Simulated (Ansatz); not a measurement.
# CH5AlTe: single points with varied inputs

How do the results and run time of CH5AlTe respond when the settings are drawn wide?

Computed with Ansatz 0.2.0, Gaussian basis. Level: the settings change from run to run.

## Step 1: The relaxed structure

The geometry comes from an earlier relaxation with PBE0-D4 in a triple-zeta def2 set; it is a stationary point, not always the lowest conformer. Te takes a core potential in def2 sets; no spin-orbit term is included.

8 atoms, charge 0, spin multiplicity 1.

Atoms are counted from 1 here; the program's logs count them from 0.

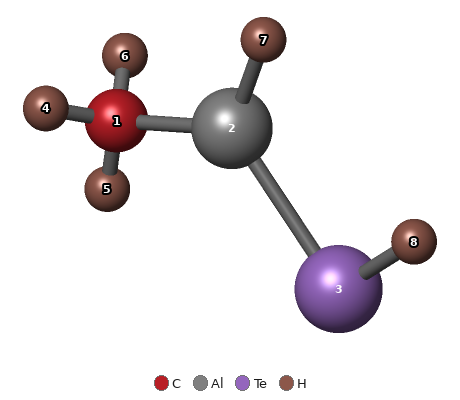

The structure; carbon red, aluminium grey, tellurium purple, hydrogen brown; atoms are numbered from 1 in the order of the file.

## Step 2: LC-wPBE/def2-SVP

Contents of in.yaml:

```yaml
crystal:
  periodic: [false, false, false]
  atoms:
    - {symbol: C, position_ang: [-0.820268, 1.106411, -0.419175]}
    - {symbol: Al, position_ang: [0.540267, -0.258779, -0.143409]}
    - {symbol: Te, position_ang: [0.151133, -2.006240, 1.648222]}
    - {symbol: H, position_ang: [-0.397795, 2.104736, -0.264066]}
    - {symbol: H, position_ang: [-1.677757, 0.995956, 0.247873]}
    - {symbol: H, position_ang: [-1.187893, 1.077440, -1.450261]}
    - {symbol: H, position_ang: [1.885130, -0.343277, -0.977016]}
    - {symbol: H, position_ang: [1.599383, -2.733245, 1.302132]}
basis:
  gaussian: {orbitals: def2-SVP}
hamiltonian: {xc: {name: LC-wPBE}}
output: {forces: true}
```

Command:

```bash
$ ansatz run in.yaml --threads 2 --pin off --events-out ev --progress --plain --max-ram 4352MiB
```

Output, cut to the lines that bear on the results:

```text
Functional definition: LC-wPBE
  name "LC-wPBE"
  cite "Vydrov & Scuseria, J. Chem. Phys. 125, 234109 (2006) doi:10.1063/1.2409292"
  cite "Heyd & Scuseria, J. Chem. Phys. 120, 7274 (2004) doi:10.1063/1.1668634"
  cite "Ernzerhof & Perdew, J. Chem. Phys. 109, 3313 (1998) doi:10.1063/1.476928"
  cite "Perdew, Burke & Ernzerhof, Phys. Rev. Lett. 77, 3865 (1996) doi:10.1103/PhysRevLett.77.3865"
  parent pbe
[...]
961 factors; their error is unknown
336 factors; integrals over basis functions are off by at most 2.3e-5 eV
[...]
mean field -15004.59320750 eV, -551.4086298971 hartree, gradient 1.4e-5 eV, S^2 0.000000; 0 other end points of the search recorded, 0 dependent functions left out
[...]
reference -15004.59320751 eV, -551.4086298973 hartree; 24, 24 occupied and 59, 59 virtual orbitals, 961 factors
Total energy: -15004.59320751 eV, -551.4086298973 hartree
Atom 0 at    -0.820268     1.106411    -0.419175 Å, force     0.251636    -0.234442     0.035920 eV/Å
Atom 1 at     0.540267    -0.258779    -0.143409 Å, force    -0.070436    -0.075591     0.114303 eV/Å
Atom 2 at     0.151133    -2.006240     1.648222 Å, force     0.149484     0.091495    -0.182404 eV/Å
Atom 3 at    -0.397795     2.104736    -0.264066 Å, force     0.078032     0.208217     0.027512 eV/Å
Atom 4 at    -1.677757     0.995956     0.247873 Å, force    -0.203056    -0.013827     0.147245 eV/Å
Atom 5 at    -1.187893     1.077440    -1.450261 Å, force    -0.080540     0.003407    -0.209696 eV/Å
Atom 6 at     1.885130    -0.343277    -0.977016 Å, force    -0.033956    -0.006988     0.028546 eV/Å
Atom 7 at     1.599383    -2.733245     1.302132 Å, force    -0.091163     0.027728     0.038574 eV/Å
Dipole moment:    -0.028488     0.218001    -0.171673 e Å
```

Wall time 1.6 s (2 threads of Arm Neoverse V2, shared host).

Largest force 0.346 eV/Å, dipole 1.34 D.

## Step 3: BLYP/x2c-TZVPPall

in.yaml, as its differences from that of step 2:

```diff
@@ -12,4 +12,3 @@
 basis:
-  gaussian: {orbitals: def2-SVP}
-hamiltonian: {xc: {name: LC-wPBE}}
-output: {forces: true}
+  gaussian: {orbitals: x2c-TZVPPall}
+hamiltonian: {xc: {name: BLYP}}
```

The command is unchanged.

Output:

```text
Functional definition: BLYP
  name "BLYP"
  cite "Becke, Phys. Rev. A 38, 3098 (1988) doi:10.1103/PhysRevA.38.3098"
  cite "Lee, Yang & Parr, Phys. Rev. B 37, 785 (1988) doi:10.1103/PhysRevB.37.785"
  parameter beta = 0.0042
  parameter a = 0.04918
  parameter b = 0.132
  parameter c = 0.2533
  parameter d = 0.349
  exchange = b88_x(beta = beta)
  correlation = lyp_c(a = a, b = b, c = c, d = d)
1243 factors; their error is unknown
mean field evaluation 1: about -192595.3320 eV, gradient 6.9e1 eV
mean field evaluation 2: about -192573.2253 eV, gradient 9.8e1 eV
mean field evaluation 4: about -192606.1221 eV, gradient 1.2e1 eV
mean field evaluation 8: about -192606.4737 eV, gradient 2.7e-1 eV
mean field evaluation 16: about -192606.4555 eV, gradient 1.4e-4 eV
mean field -192606.45554119 eV, -7078.1566877941 hartree, gradient 4.6e-5 eV, S^2 0.000000; 0 other end points of the search recorded, 0 dependent functions left out
reference -192606.45591570 eV, -7078.1567015572 hartree; 38, 38 occupied and 165, 165 virtual orbitals, 1243 factors
Total energy: -192606.45591570 eV, -7078.1567015572 hartree
Relativity: scalar
```

Run time: 3.1 s. Hardware: 2 threads of Arm Neoverse V2, shared host.

## Step 4: r2SCAN50/def2-mTZVP

This run has charge +1, multiplicity 2, restricted open-shell orbitals, a grid of angular degree 23, high accuracy, the search for lower states set to light.

in.yaml, as its differences from that of step 3:

```diff
@@ -12,3 +12,8 @@
 basis:
-  gaussian: {orbitals: x2c-TZVPPall}
-hamiltonian: {xc: {name: BLYP}}
+  gaussian: {orbitals: def2-mTZVP, final_grid: {core_spheres: 8, valence_spheres: 7, degree: 23}}
+total_charge: 1
+magnetization: {spin_polarized: false, initial_magnetization: 1}
+hamiltonian: {xc: {name: r2SCAN50}}
+accuracy: high
+scf: {lower_state_search: light}
+output: {forces: true}
```

Same command.

Output, cut to the lines that bear on the results:

```text
Functional definition: r2SCAN50
  name "r2SCAN50"
  cite "Bursch, Neugebauer, Ehlert & Grimme, J. Chem. Phys. 156, 134105 (2022) doi:10.1063/5.0086040"
  cite "Furness, Kaplan, Ning, Perdew & Sun, J. Phys. Chem. Lett. 11, 8208 (2020) doi:10.1021/acs.jpclett.0c02405"
  cite "Furness, Kaplan, Ning, Perdew & Sun, J. Phys. Chem. Lett. 11, 9248 (2020) doi:10.1021/acs.jpclett.0c03077"
  parent r2scan
[...]
1979 factors; integrals over basis functions are off by at most 1.3e-8 eV
[...]
mean field -15000.71366343 eV, -551.2660592820 hartree, gradient 5.1e-8 eV, S^2 0.750000; 4 other end points of the search recorded, 0 dependent functions left out
[...]
reference -15000.71366577 eV, -551.2660593682 hartree; 24, 23 occupied and 68, 69 virtual orbitals, 1979 factors
Total energy: -15000.71366577 eV, -551.2660593682 hartree
Atom 0 at    -0.820268     1.106411    -0.419175 Å, force    -0.077035    -0.381732     0.385353 eV/Å
Atom 1 at     0.540267    -0.258779    -0.143409 Å, force     0.310969     1.995395    -1.954731 eV/Å
Atom 2 at     0.151133    -2.006240     1.648222 Å, force    -0.186394    -1.103333     1.091276 eV/Å
Atom 3 at    -0.397795     2.104736    -0.264066 Å, force    -0.103619    -0.319243    -0.038387 eV/Å
Atom 4 at    -1.677757     0.995956     0.247873 Å, force     0.142818     0.201903    -0.270195 eV/Å
Atom 5 at    -1.187893     1.077440    -1.450261 Å, force     0.129746    -0.016791     0.311637 eV/Å
Atom 6 at     1.885130    -0.343277    -0.977016 Å, force    -0.219241    -0.318498     0.426685 eV/Å
Atom 7 at     1.599383    -2.733245     1.302132 Å, force     0.002755    -0.057700     0.048362 eV/Å
Dipole moment:     0.105977    -0.028125    -0.047225 e Å
```

It took 10 s on 2 threads of Arm Neoverse V2, shared host.

Largest force 2.811 eV/Å.

## Step 5: RPBE/def2-mTZVP

This run has multiplicity 3, the search for lower states set to light.

in.yaml, as its differences from that of step 4:

```diff
@@ -12,7 +12,5 @@
 basis:
-  gaussian: {orbitals: def2-mTZVP, final_grid: {core_spheres: 8, valence_spheres: 7, degree: 23}}
-total_charge: 1
-magnetization: {spin_polarized: false, initial_magnetization: 1}
-hamiltonian: {xc: {name: r2SCAN50}}
-accuracy: high
+  gaussian: {orbitals: def2-mTZVP}
+magnetization: {spin_polarized: true, initial_magnetization: 2}
+hamiltonian: {xc: {name: RPBE}}
 scf: {lower_state_search: light}
```

Same command.

Output, cut to the lines that bear on the results:

```text
Functional definition: RPBE
  name "RPBE"
  cite "Hammer, Hansen & Nørskov, Phys. Rev. B 59, 7413 (1999) doi:10.1103/PhysRevB.59.7413"
  cite "Perdew, Burke & Ernzerhof, Phys. Rev. Lett. 77, 3865 (1996) doi:10.1103/PhysRevLett.77.3865"
[...]
995 factors; their error is unknown
[...]
mean field -15007.19865381 eV, -551.5043782828 hartree, gradient 1.7e-6 eV, S^2 2.005369; 10 other end points of the search recorded, 0 dependent functions left out
[...]
reference -15007.19870012 eV, -551.5043799847 hartree; 25, 23 occupied and 67, 69 virtual orbitals, 995 factors
Total energy: -15007.19870012 eV, -551.5043799847 hartree
Atom 0 at    -0.820268     1.106411    -0.419175 Å, force    -0.368450     0.103695    -0.055119 eV/Å
Atom 1 at     0.540267    -0.258779    -0.143409 Å, force     0.586996     0.944624    -1.528130 eV/Å
Atom 2 at     0.151133    -2.006240     1.648222 Å, force    -1.507439    -0.367579     1.879321 eV/Å
Atom 3 at    -0.397795     2.104736    -0.264066 Å, force     0.065271     0.202398     0.118624 eV/Å
Atom 4 at    -1.677757     0.995956     0.247873 Å, force    -0.309833     0.093946     0.151827 eV/Å
Atom 5 at    -1.187893     1.077440    -1.450261 Å, force    -0.133415     0.003353    -0.219543 eV/Å
Atom 6 at     1.885130    -0.343277    -0.977016 Å, force     0.395238    -0.073870     0.165307 eV/Å
Atom 7 at     1.599383    -2.733245     1.302132 Å, force     1.271633    -0.906568    -0.512286 eV/Å
Dipole moment:    -0.214210    -0.425001     0.525872 e Å
```

It took 13 s on 2 threads of Arm Neoverse V2, shared host.

Largest force 2.437 eV/Å, dipole 3.41 D, ⟨S²⟩ 2.005.

## Step 6: wB97M-V/def2-mTZVP

Options: unrestricted orbitals, atoms shaken by 0.08 Å, a grid of angular degree 47.

Contents of in.yaml:

```yaml
crystal:
  periodic: [false, false, false]
  atoms:
    - {symbol: C, position_ang: [-0.698596, 1.153188, -0.288033]}
    - {symbol: Al, position_ang: [0.565227, -0.314293, 0.039803]}
    - {symbol: Te, position_ang: [0.161280, -2.036915, 1.624559]}
    - {symbol: H, position_ang: [-0.327507, 2.050687, -0.323815]}
    - {symbol: H, position_ang: [-1.597450, 0.997440, 0.331408]}
    - {symbol: H, position_ang: [-1.185279, 0.939692, -1.441788]}
    - {symbol: H, position_ang: [1.880443, -0.194501, -0.900372]}
    - {symbol: H, position_ang: [1.470080, -2.797093, 1.226071]}
basis:
  gaussian: {orbitals: def2-mTZVP, final_grid: {core_spheres: 20, valence_spheres: 16, degree: 47}}
magnetization: {spin_polarized: true, initial_magnetization: 0}
hamiltonian: {xc: {name: wB97M-V}}
```

Launched as before.

Output, cut to the lines that bear on the results:

```text
Functional definition: wB97M-V
  name "wB97M-V"
  cite "Mardirossian & Head-Gordon, J. Chem. Phys. 144, 214110 (2016) doi:10.1063/1.4952647"
  cite "Becke, J. Chem. Phys. 107, 8554 (1997) doi:10.1063/1.475007"
  cite "Vydrov & Van Voorhis, J. Chem. Phys. 133, 244103 (2010) doi:10.1063/1.3521275"
  # Of w^i u^j: cxij and so on, Table III.
[...]
  gx(w, u) = 1 - cx + cx01*u + cx10*w
  gss(w, u) = css00 + css04*u^4 + css10*w + css20*w^2 + css43*w^4*u^3
  gos(w, u) = cos00 + cos10*w + (cos20 + cos21*u)*w^2 + (cos60 + cos61*u)*w^6
[...]
      + integral(e_c_pw_mod_opposite_spin*gos(b97_w_opposite, b97_u_opposite)) + vv10(b, c)
966 factors; integrals over basis functions are off by at most 1.0e-3 eV
280 factors; integrals over basis functions are off by at most 2.2e-5 eV
[...]
mean field -15006.76351658 eV, -551.4883872845 hartree, gradient 4.6e-5 eV, S^2 0.000000; 0 other end points of the search recorded, 0 dependent functions left out
reference -15006.76356746 eV, -551.4883891544 hartree; 24, 24 occupied and 68, 68 virtual orbitals, 966 factors
Total energy: -15006.76356746 eV, -551.4883891544 hartree
```

Run time: 9.5 s. Hardware: 2 threads of Arm Neoverse V2, shared host.

⟨S²⟩ 0.000.

## Step 7: B97M-V/def2-mTZVP

Contents of in.yaml:

```yaml
crystal:
  periodic: [false, false, false]
  atoms:
    - {symbol: C, position_ang: [-0.820268, 1.106411, -0.419175]}
    - {symbol: Al, position_ang: [0.540267, -0.258779, -0.143409]}
    - {symbol: Te, position_ang: [0.151133, -2.006240, 1.648222]}
    - {symbol: H, position_ang: [-0.397795, 2.104736, -0.264066]}
    - {symbol: H, position_ang: [-1.677757, 0.995956, 0.247873]}
    - {symbol: H, position_ang: [-1.187893, 1.077440, -1.450261]}
    - {symbol: H, position_ang: [1.885130, -0.343277, -0.977016]}
    - {symbol: H, position_ang: [1.599383, -2.733245, 1.302132]}
basis:
  gaussian: {orbitals: def2-mTZVP}
hamiltonian: {xc: {name: B97M-V}}
output: {forces: true}
```

The command is unchanged.

Output, cut to the lines that bear on the results:

```text
Functional definition: B97M-V
  name "B97M-V"
  cite "Mardirossian & Head-Gordon, J. Chem. Phys. 142, 074111 (2015) doi:10.1063/1.4907719"
  cite "Becke, J. Chem. Phys. 107, 8554 (1997) doi:10.1063/1.475007"
  cite "Vydrov & Van Voorhis, J. Chem. Phys. 133, 244103 (2010) doi:10.1063/1.3521275"
  # Of w^i u^j: cxij and so on, Table III.
[...]
  gx(w, u) = cx00 + cx01*u + cx02*u^2 + (cx10 + cx11*u)*w
  gss(w, u) = css00 + css02*u^2 + css10*w + (css32*w^3 + css42*w^4)*u^2
  gos(w, u) = cos00 + cos01*u + cos03*u^3 + cos10*w + cos32*w^3*u^2
[...]
      + integral(e_c_pw_mod_opposite_spin*gos(b97_w_opposite, b97_u_opposite)) + vv10(b, c)
995 factors; their error is unknown
[...]
mean field -15008.13030187 eV, -551.5386157177 hartree, gradient 5.9e-6 eV, S^2 0.000000; 0 other end points of the search recorded, 0 dependent functions left out
[...]
reference -15008.13036575 eV, -551.5386180652 hartree; 24, 24 occupied and 68, 68 virtual orbitals, 995 factors
Total energy: -15008.13036575 eV, -551.5386180652 hartree
Atom 0 at    -0.820268     1.106411    -0.419175 Å, force     0.109769    -0.082008    -0.001227 eV/Å
Atom 1 at     0.540267    -0.258779    -0.143409 Å, force     0.022456     0.074329    -0.079975 eV/Å
Atom 2 at     0.151133    -2.006240     1.648222 Å, force    -0.270786     0.046436     0.141812 eV/Å
Atom 3 at    -0.397795     2.104736    -0.264066 Å, force    -0.138852    -0.073103    -0.040745 eV/Å
Atom 4 at    -1.677757     0.995956     0.247873 Å, force     0.057033     0.086696    -0.113286 eV/Å
Atom 5 at    -1.187893     1.077440    -1.450261 Å, force    -0.020105     0.082260     0.138246 eV/Å
Atom 6 at     1.885130    -0.343277    -0.977016 Å, force    -0.023418     0.012093     0.004683 eV/Å
Atom 7 at     1.599383    -2.733245     1.302132 Å, force     0.263904    -0.146702    -0.049508 eV/Å
Dipole moment:    -0.100513     0.153641    -0.066496 e Å
```

It took 6 s on 2 threads of Arm Neoverse V2, shared host.

Largest force 0.309 eV/Å, dipole 0.94 D.

## Step 8: wB97M-V/def2-SVPD

This run has a grid of angular degree 11.

in.yaml, as its differences from that of step 7:

```diff
@@ -12,4 +12,3 @@
 basis:
-  gaussian: {orbitals: def2-mTZVP}
-hamiltonian: {xc: {name: B97M-V}}
-output: {forces: true}
+  gaussian: {orbitals: def2-SVPD, final_grid: {core_spheres: 5, valence_spheres: 4, degree: 11}}
+hamiltonian: {xc: {name: wB97M-V}}
```

The command is unchanged.

Output, cut to the lines that bear on the results:

```text
Functional definition: wB97M-V
  name "wB97M-V"
  cite "Mardirossian & Head-Gordon, J. Chem. Phys. 144, 214110 (2016) doi:10.1063/1.4952647"
  cite "Becke, J. Chem. Phys. 107, 8554 (1997) doi:10.1063/1.475007"
  cite "Vydrov & Van Voorhis, J. Chem. Phys. 133, 244103 (2010) doi:10.1063/1.3521275"
  # Of w^i u^j: cxij and so on, Table III.
[...]
  gx(w, u) = 1 - cx + cx01*u + cx10*w
  gss(w, u) = css00 + css04*u^4 + css10*w + css20*w^2 + css43*w^4*u^3
  gos(w, u) = cos00 + cos10*w + (cos20 + cos21*u)*w^2 + (cos60 + cos61*u)*w^6
[...]
      + integral(e_c_pw_mod_opposite_spin*gos(b97_w_opposite, b97_u_opposite)) + vv10(b, c)
1123 factors; their error is unknown
463 factors; integrals over basis functions are off by at most 2.8e-5 eV
[...]
mean field -15004.50552905 eV, -551.4054077734 hartree, gradient 5.0e-5 eV, S^2 0.000000; 0 other end points of the search recorded, 0 dependent functions left out
reference -15004.50561217 eV, -551.4054108279 hartree; 24, 24 occupied and 95, 95 virtual orbitals, 1123 factors
Total energy: -15004.50561217 eV, -551.4054108279 hartree
```

It took 4.5 s on 2 threads of Arm Neoverse V2, shared host.

## Step 9: PBE-QIDH/def2-SVPD

This run has charge -1, multiplicity 2.

in.yaml, as its differences from that of step 8:

```diff
@@ -12,3 +12,5 @@
 basis:
-  gaussian: {orbitals: def2-SVPD, final_grid: {core_spheres: 5, valence_spheres: 4, degree: 11}}
-hamiltonian: {xc: {name: wB97M-V}}
+  gaussian: {orbitals: def2-SVPD}
+total_charge: -1
+magnetization: {spin_polarized: true, initial_magnetization: 1}
+hamiltonian: {xc: {name: PBE-QIDH}}
```

Launched as before.

Output, cut to the lines that bear on the results:

```text
Functional definition: PBE-QIDH
  name "PBE-QIDH"
  cite "Brémond, Sancho-García, Pérez-Jiménez & Adamo, J. Chem. Phys. 141, 031101 (2014) doi:10.1063/1.4890314"
  cite "Perdew, Burke & Ernzerhof, Phys. Rev. Lett. 77, 3865 (1996) doi:10.1103/PhysRevLett.77.3865"
[...]
1253 factors; integrals over basis functions are off by at most 1.2e-3 eV
[...]
mean field -14987.75356175 eV, -550.7897843299 hartree, gradient 2.6e-6 eV, S^2 0.760924; 5 other end points of the search recorded, 0 dependent functions left out
10 core orbitals not correlated: weight in the atoms' cores, before any rotation towards them, 1.000 or more for the frozen orbitals, at most 0.000 for the correlated occupied ones
reference -14987.75358184 eV, -550.7897850685 hartree; 15, 14 occupied and 94, 95 virtual orbitals, 1253 factors
second order -11.37113190 eV of doubles, -0.00000000 eV of singles
Total energy: -14991.54395914 eV, -550.9290788651 hartree
```

It took 13 s on 2 threads of Arm Neoverse V2, shared host.

⟨S²⟩ 0.761.

## Step 10: The runs in one table

```
              level  charge  multiplicity  geometry  functions  energy (eV)   time
   LC-wPBE/def2-SVP       0             1   relaxed         83   -15004.593  1.6 s
  BLYP/x2c-TZVPPall       0             1   relaxed        203  -192606.456  3.1 s
r2SCAN50/def2-mTZVP       1             2   relaxed         92   -15000.714   10 s
    RPBE/def2-mTZVP       0             3   relaxed         92   -15007.199   13 s
 wB97M-V/def2-mTZVP       0             1    shaken         92   -15006.764  9.5 s
  B97M-V/def2-mTZVP       0             1   relaxed         92   -15008.130    6 s
  wB97M-V/def2-SVPD       0             1   relaxed        119   -15004.506  4.5 s
 PBE-QIDH/def2-SVPD      -1             2   relaxed        119   -14991.544   13 s
```

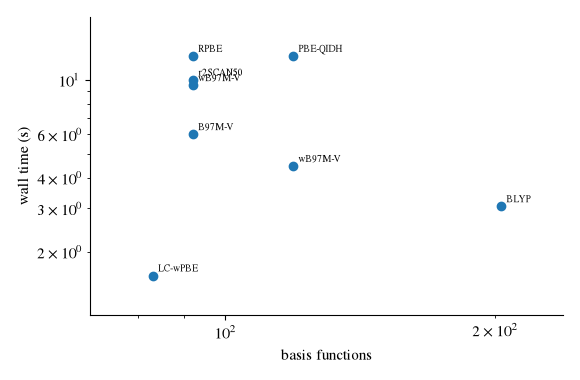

Wall time against the number of basis functions (shared host).

## Step 11: What came out

| quantity | value |
| --- | --- |
| runs | 8 |
| quickest | LC-wPBE/def2-SVP, 1.6 s |
| slowest | RPBE/def2-mTZVP, 13 s |
| spread of total energies, same state and geometry | 177602.0 eV |
| dipole, same state and geometry | 0.94 to 1.34 D |

In words: Run time spans a factor of 8, from LC-wPBE/def2-SVP to RPBE/def2-mTZVP. The jobs differ in tasks and options as well as level. The totals spread over 177602 eV; they can't be compared across methods or bases. Some of these runs are scalar-relativistic and others not, which shifts the totals of all-electron atoms past neon by eV; core potentials, where a basis has them, take the core out of the total altogether. At the PBE0-D4/def2-TZVP geometry and in the same state, runs without warnings or point charges leave forces up to 0.35 eV/Å (LC-wPBE/def2-SVP).
